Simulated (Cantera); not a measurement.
A closed system holds: 1 mol MgSO₄, 0.84 mol H₂O, a varied amount of CO₂, at 1802 °C and 280 Pa.

These are equilibrium values from Cantera (NASA tables, ideal gas, pure condensed phases), not measurements of a reactor. Candidate condensed phases: C, C₆H₆, C₇H₈, C₈H₁₈, H₂O, H₂SO₄, Mg, MgCO₃, MgO, Mg(OH)₂, MgS, MgSO₄, S; 130 gas species. Equilibrium is a limit: real reactors are often held back by kinetics, nucleation or transport.

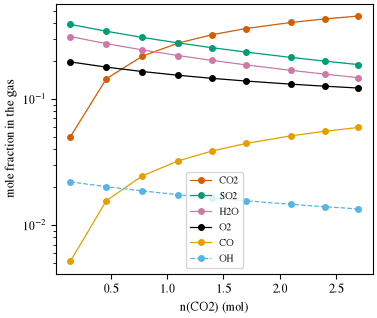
*Equilibrium gas composition (values under 1e-9 drawn at 1e-9)*

From 0.14 mol CO₂ to 2.7 mol CO₂ the condensed part is MgO(s). The main Mg-bearing gas is Mg throughout.
